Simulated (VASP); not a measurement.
# Ba: surface energy and work function by face, part 3 of 6

Aim: compare the low-index faces of Ba at one level of theory.

VASP 6.6.1; PBEsol; plane waves and PAW (Ba_sv).

So far. Step 3 (The bulk reference, job self-consistent run, k-mesh …): The run ends at a pressure of 0.01 GPa. Step 4 (Relaxing the slab, 7 atoms, face Ba(110)): The run ended after 4 ionic steps, 0.003 eV below its first step, once the forces on the free atoms met EDIFFG = -0.03.

### 5. Potential and states of the slab, 7 atoms, face Ba(110)

A static run writes the electrostatic potential without exchange and correlation (LVHAR), which is flat in the vacuum and gives the level to count from. The dipole correction cancels the field that unlike faces would set up across the vacuum.

INCAR

```
SYSTEM = Ba
PREC = Normal
ENCUT = 320
EDIFF = 1E-06
NELM = 120
ISMEAR = 1
SIGMA = 0.15
LREAL = .FALSE.
ALGO = Fast
GGA = PS
NBANDS = 43
LORBIT = 11
LWAVE = .FALSE.
LCHARG = .TRUE.
KPAR = 4
IDIPOL = 3
LDIPOL = .TRUE.
DIPOL = 0.5 0.5 0.5
LVHAR = .TRUE.
LVACPOTAV = .TRUE.
NEDOS = 1500
```

POSCAR

```
Ba
1.0
    4.8939373562      0.0000000000      0.0000000000
    2.4469686781      3.4605362913      0.0000000000
    0.0000000000      0.0000000000     35.7632177476
Ba
7
Direct
    0.0000000000      0.0000000000      0.2102664543
    0.5000000000      0.0000000000      0.3057785273
    0.0000000000      0.0000000000      0.4033700264
    0.5000000000      0.0000000000      0.5000000000
    0.0000000000      0.0000000000      0.5966299736
    0.5000000000      0.0000000000      0.6942214727
    0.0000000000      0.0000000000      0.7897335457
```

KPOINTS

```
Automatic mesh
0
Gamma
9 9 1
0 0 0
```

Potentials, in the order of the species: Ba_sv (PBE family, release 64).

The run is started by

```bash
> mpirun -np 4 vasp_std
```

Output:

```text
[... set-up lines as in an earlier step ...]
 entering main loop
       N       E                     dE             d eps       ncg     rms          rms(c)
DAV:   1     0.555127161215E+03    0.55513E+03   -0.22170E+04  2398   0.883E+02
DAV:   2     0.450808927932E+02   -0.51005E+03   -0.50476E+03  2916   0.239E+02
DAV:   3    -0.116829540673E+02   -0.56764E+02   -0.55975E+02  2969   0.800E+01
DAV:   4    -0.153905681776E+02   -0.37076E+01   -0.36716E+01  3492   0.179E+01
DAV:   5    -0.155159325147E+02   -0.12536E+00   -0.12460E+00  3284   0.307E+00    0.500E+00
RMM:   6    -0.179734357130E+02   -0.24575E+01   -0.13172E+01  2939   0.408E+00    0.593E+00
RMM:   7    -0.145160797144E+02    0.34574E+01   -0.14750E+00  2868   0.250E+00    0.278E+00
RMM:   8    -0.142221343601E+02    0.29395E+00   -0.98004E-01  2921   0.189E+00    0.120E+00
RMM:   9    -0.142142867696E+02    0.78476E-02   -0.93697E-01  3063   0.119E+00    0.410E-01
RMM:  10    -0.142370302327E+02   -0.22743E-01   -0.33763E-01  3112   0.625E-01    0.247E-01
RMM:  11    -0.142483863422E+02   -0.11356E-01   -0.14466E-01  3041   0.463E-01    0.202E-01
WARNING in EDDRMM: call to ZHEGV failed, returncode =   6  3     34
RMM:  12    -0.142581668602E+02   -0.97805E-02   -0.88158E-02  2949   0.263E-01    0.104E-01
RMM:  13    -0.142637991656E+02   -0.56323E-02   -0.47247E-02  2991   0.182E-01    0.597E-02
RMM:  14    -0.142667684881E+02   -0.29693E-02   -0.30220E-02  2873   0.139E-01    0.359E-02
RMM:  15    -0.142687103007E+02   -0.19418E-02   -0.16343E-02  2886   0.845E-02    0.299E-02
RMM:  16    -0.142695819951E+02   -0.87169E-03   -0.96764E-03  2887   0.836E-02    0.151E-02
RMM:  17    -0.142704650130E+02   -0.88302E-03   -0.64101E-03  2739   0.542E-02    0.159E-02
RMM:  18    -0.142711045169E+02   -0.63950E-03   -0.43043E-03  2710   0.400E-02    0.882E-03
RMM:  19    -0.142714957530E+02   -0.39124E-03   -0.28629E-03  2510   0.283E-02    0.826E-03
RMM:  20    -0.142717391744E+02   -0.24342E-03   -0.18511E-03  2390   0.202E-02    0.870E-03
RMM:  21    -0.142718660106E+02   -0.12684E-03   -0.11036E-03  2305   0.159E-02    0.787E-03
RMM:  22    -0.142719355196E+02   -0.69509E-04   -0.70696E-04  2359   0.135E-02    0.609E-03
RMM:  23    -0.142719671625E+02   -0.31643E-04   -0.37895E-04  2261   0.109E-02    0.372E-03
RMM:  24    -0.142719839001E+02   -0.16738E-04   -0.19007E-04  2071   0.877E-03    0.187E-03
RMM:  25    -0.142719857098E+02   -0.18097E-05   -0.34384E-05  2012   0.688E-03    0.461E-04
RMM:  26    -0.142719834171E+02    0.22927E-05    0.14164E-05  1655   0.505E-03    0.843E-04
RMM:  27    -0.142719730314E+02    0.10386E-04    0.95046E-05  1320   0.354E-03    0.123E-03
RMM:  28    -0.142719592667E+02    0.13765E-04    0.13115E-04  1216   0.295E-03    0.164E-03
WARNING in EDDRMM: call to ZHEGV failed, returncode =   6  3     33
RMM:  29    -0.142719422208E+02    0.17046E-04    0.16557E-04  1149   0.245E-03    0.198E-03
RMM:  30    -0.142719246975E+02    0.17523E-04    0.17263E-04  1113   0.215E-03    0.246E-03
WARNING in EDDRMM: call to ZHEGV failed, returncode =   6  3     38
RMM:  31    -0.142719057926E+02    0.18905E-04    0.18660E-04  1061   0.191E-03    0.274E-03
RMM:  32    -0.142718871545E+02    0.18638E-04    0.18364E-04  1120   0.182E-03    0.295E-03
RMM:  33    -0.142718688028E+02    0.18352E-04    0.18326E-04  1046   0.165E-03    0.317E-03
RMM:  34    -0.142718513779E+02    0.17425E-04    0.17387E-04  1048   0.153E-03    0.324E-03
RMM:  35    -0.142718349920E+02    0.16386E-04    0.16524E-04  1010   0.143E-03    0.343E-03
WARNING in EDDRMM: call to ZHEGV failed, returncode =   8  4     34
RMM:  36    -0.142718199575E+02    0.15034E-04    0.15183E-04   996   0.134E-03    0.355E-03
WARNING in EDDRMM: call to ZHEGV failed, returncode =   6  3     35
RMM:  37    -0.142718062702E+02    0.13687E-04    0.13967E-04   950   0.125E-03    0.371E-03
RMM:  38    -0.142717942966E+02    0.11974E-04    0.12559E-04   986   0.122E-03    0.401E-03
RMM:  39    -0.142717835076E+02    0.10789E-04    0.11124E-04   962   0.120E-03    0.422E-03
RMM:  40    -0.142717739295E+02    0.95781E-05    0.98716E-05   939   0.116E-03    0.439E-03
WARNING in EDDRMM: call to ZHEGV failed, returncode =   6  3     35
RMM:  41    -0.142717654106E+02    0.85190E-05    0.86666E-05   904   0.110E-03    0.448E-03
RMM:  42    -0.142717577060E+02    0.77046E-05    0.75269E-05   901   0.104E-03    0.441E-03
RMM:  43    -0.142717504790E+02    0.72270E-05    0.65894E-05  1116   0.119E-03    0.410E-03
RMM:  44    -0.142717441285E+02    0.63505E-05    0.56406E-05  1207   0.135E-03    0.371E-03
RMM:  45    -0.142717392358E+02    0.48927E-05    0.49228E-05   960   0.109E-03    0.372E-03
RMM:  46    -0.142717351083E+02    0.41275E-05    0.42184E-05   924   0.104E-03    0.376E-03
RMM:  47    -0.142717311091E+02    0.39991E-05    0.36457E-05  1025   0.115E-03    0.357E-03
RMM:  48    -0.142717277013E+02    0.34079E-05    0.31159E-05  1052   0.119E-03    0.341E-03
RMM:  49    -0.142717247123E+02    0.29890E-05    0.26724E-05  1132   0.126E-03    0.319E-03
RMM:  50    -0.142717220976E+02    0.26147E-05    0.22983E-05  1144   0.124E-03    0.293E-03
RMM:  51    -0.142717201834E+02    0.19141E-05    0.20356E-05   898   0.102E-03    0.297E-03
RMM:  52    -0.142717184729E+02    0.17106E-05    0.17539E-05   876   0.981E-04    0.298E-03
RMM:  53    -0.142717169661E+02    0.15068E-05    0.15456E-05   849   0.954E-04    0.298E-03
RMM:  54    -0.142717155917E+02    0.13744E-05    0.13465E-05   834   0.957E-04    0.296E-03
RMM:  55    -0.142717144825E+02    0.11092E-05    0.11863E-05   829   0.936E-04    0.300E-03
RMM:  56    -0.142717136614E+02    0.82116E-06    0.10433E-05   797   0.907E-04    0.312E-03
RMM:  57    -0.142717126559E+02    0.10054E-05    0.93343E-06   796   0.914E-04    0.305E-03
RMM:  58    -0.142717111058E+02    0.15502E-05    0.78754E-06  1158   0.131E-03    0.259E-03
RMM:  59    -0.142717102364E+02    0.86935E-06    0.72717E-06   986   0.117E-03
 -----------------------------------------------------------------------------
|                                                                             |
|           W    W    AA    RRRRR   N    N  II  N    N   GGGG   !!!           |
|           W    W   A  A   R    R  NN   N  II  NN   N  G    G  !!!           |
|           W    W  A    A  R    R  N N  N  II  N N  N  G       !!!           |
|           W WW W  AAAAAA  RRRRR   N  N N  II  N  N N  G  GGG   !            |
|           WW  WW  A    A  R   R   N   NN  II  N   NN  G    G                |
|           W    W  A    A  R    R  N    N  II  N    N   GGGG   !!!           |
|                                                                             |
|     Did not find any points to average over, which means that no vacuum     |
|     field-free region was found. Please increase the size of  your cell     |
|     in the dimension of the dipole correction to obtain accurate            |
|     workfunction values.                                                    |
|                                                                             |
 -----------------------------------------------------------------------------

   1 F= -.14271710E+02 E0= -.14273707E+02  d E =0.599032E-02
```

Wall time 2.9 min (4 MPI ranks of Intel Xeon Platinum 8488C (Sapphire Rapids), shared host); peak memory 1.7 GiB; 10 min of CPU time.

OUTCAR, selected parts (step 5):

```text
   NELECT =      70.0000    total number of electrons

 dipolmoment           0.000000      0.000000      0.000000 electrons x Angstroem

 E-fermi :   0.5014

 k-point     1 :       0.0000    0.0000    0.0000
  band No.  band energies     occupation
    ...
     31      -1.7165      2.00000
     32      -1.3252      2.00000
     33      -0.9246      2.00000
     34      -0.6293      2.00000
     35      -0.4825      2.00000
     36       1.1754     -0.00000
     37       1.2228     -0.00000
     38       1.3577     -0.00000
     39       1.6233     -0.00000
     40       1.6450     -0.00000
    ...

  Total       -0.4338403      0.2019972     -0.2264106     -0.0000000      0.0000000      0.0000000
  in kB       -1.1476305      0.5343397     -0.5989202     -0.0000000      0.0000000      0.0000000
  external PRESSURE =      -0.4040703 kB  Pullay stress =       0.0000000 kB

 POSITION                                       TOTAL-FORCE (eV/Angst)
 -----------------------------------------------------------------------------------
      0.00000      0.00000      7.51980        -0.000000      0.000000      0.014412
      2.44697      0.00000     10.93562         0.000000      0.000000     -0.003363
      0.00000      0.00000     14.42581         0.000000      0.000000     -0.014544
      2.44697      0.00000     17.88161         0.000000      0.000000      0.000000
      0.00000      0.00000     21.33741         0.000000      0.000000      0.014544
      2.44697      0.00000     24.82759        -0.000000      0.000000      0.003363
      0.00000      0.00000     28.24341        -0.000000      0.000000     -0.014412
 -----------------------------------------------------------------------------------
    total drift:                               -0.000000      0.000000      0.000000

  FREE ENERGIE OF THE ION-ELECTRON SYSTEM (eV)
  ---------------------------------------------------
  free  energy   TOTEN  =       -14.2717102364 eV

  energy  without entropy=      -14.2777005569  energy(sigma->0) =      -14.27370701

 vacuum level on the upper side and lower side of the slab         2.930         2.930

[... 7 parts as in an earlier step ...]

[... 10 further parts left out ...]
```

This step gave:

```
electronic cycles                          : 59
Fermi energy                               : 0.5014 eV
dipole moment                              : 0, 0, 0 e·Å
vacuum levels                              : 2.93, 2.93 eV
work functions of the upper and lower face : 2.429, 2.429 eV
```

The planar average of the electrostatic potential oscillates, so the rows of the table below give means over windows of 3.35 Å about each position, cut where the curve ends. Its maxima inside the range that stand out by 2 % of the span (Å: eV): 9.3: 1.34, 12.6: 1.41, 16.2: 1.39, 19.6: 1.39, 23.1: 1.41, 26.5: 1.34. Its minima: 7.5: -5.45, 11.0: -5.26, 14.4: -5.29, 17.9: -5.28, 21.3: -5.29, 24.8: -5.26, 28.3: -5.45.

Zero at the Fermi level. Table of planar average of the electrostatic potential by height; means over each step:

```tsv
height (Å)	planar average of the electrostatic potential (eV)
1.68	2.43
5.03	1.46
8.38	-1.93
11.73	-1.76
15.08	-1.82
18.43	-1.83
21.78	-1.85
25.13	-1.85
28.48	-2.14
31.83	2.27
35.18	2.43
```

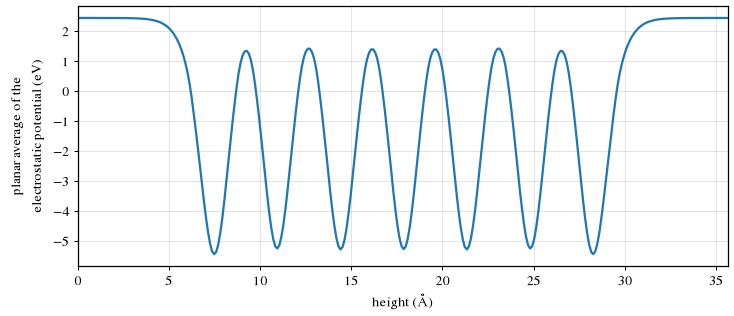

Planar average of the electrostatic potential against height.

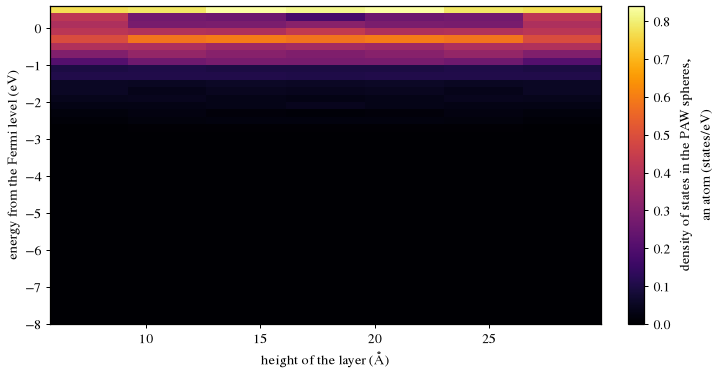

Density of states in the PAW spheres, an atom over height of the layer and energy from the Fermi level.

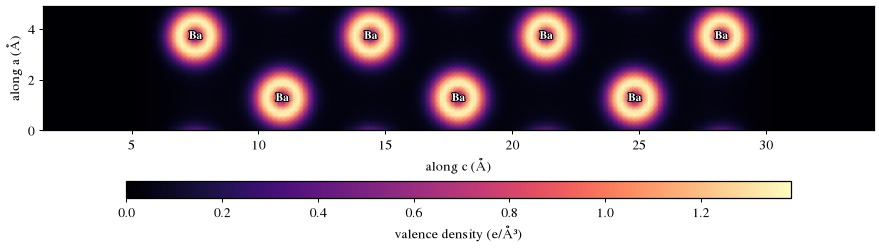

Valence density in the ca plane at fractional y = 0.000, with atoms of Ba within 0.2 Å of it. It is the smooth field of the valence electrons, not physical close to the nuclei. The map starts off the cell's origin, so that atoms lie inside it. The far vacuum is left out of the map.

The map of layer states is cut here 0.5 eV above the Fermi level, so it leaves out the states above that.

The vacuum level lies 2.43 eV above the Fermi level at the upper face; both faces agree, as the slab has next to no dipole.

The program warns that it found no field-free vacuum at its default tolerance, so these levels carry more doubt.

On this mesh the fine structure of the density of states is sampling noise, and high empty states may be cut by the number of bands.

(Part 3 of 6 ends here.)

[Lines on the potential files, build, host, timing and source positions are cut from VASP's logs without a mark.]

[Logs are printed without paths, hosts, clocks, repeated set-up lines and the standing remarks that a program may print on its own settings, such as how far it seeks lower states.]

[Hosts, paths, dates, database ids (printed as entryN), source tags and the programs' standing remarks are cut or masked in the printed files.]

[Runs that stopped without an error message from VASP are left out.]
